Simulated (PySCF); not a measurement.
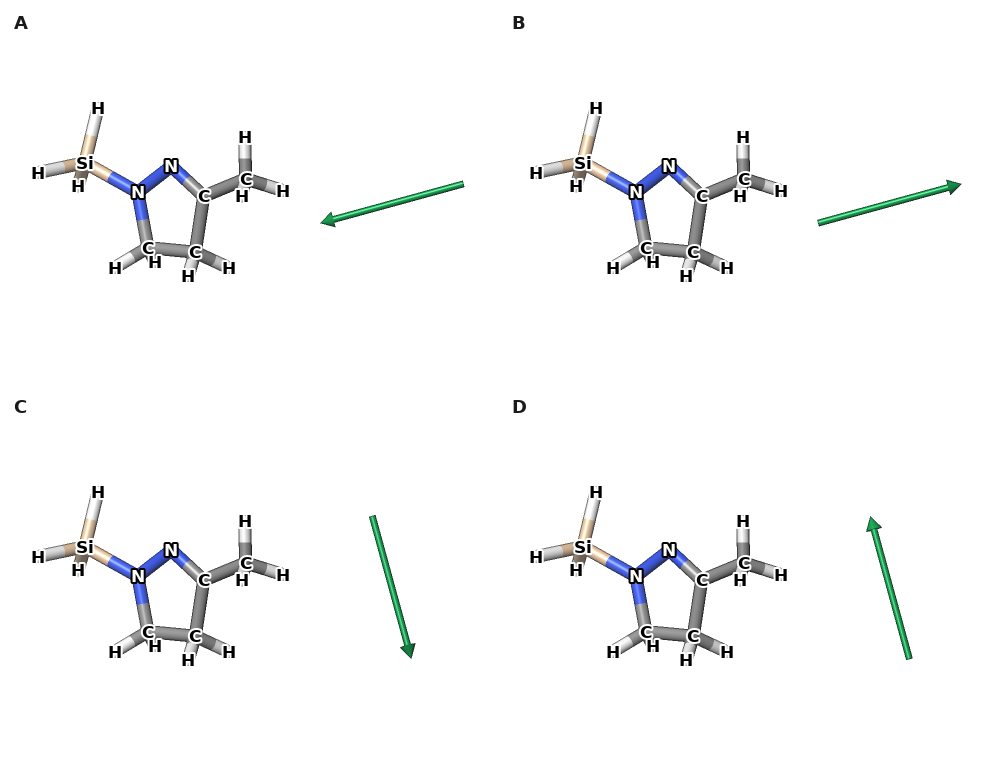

The same molecule four times, each with an arrow. The geometry was computed by an optimisation with GFN2-xTB. No frequency run is at hand to confirm it as a minimum. Level of theory: PBE0/pcSseg-1, gas phase (PySCF 2.14.0).

### Which arrow points along the dipole moment, from the negative to the positive end?

C. The dipole moment is 2.14 D.

The geometry is semi-empirical. Around Si such bond lengths and angles can be off by a tenth of an ångström or more and by several degrees, and values that hang on the shape move with them.
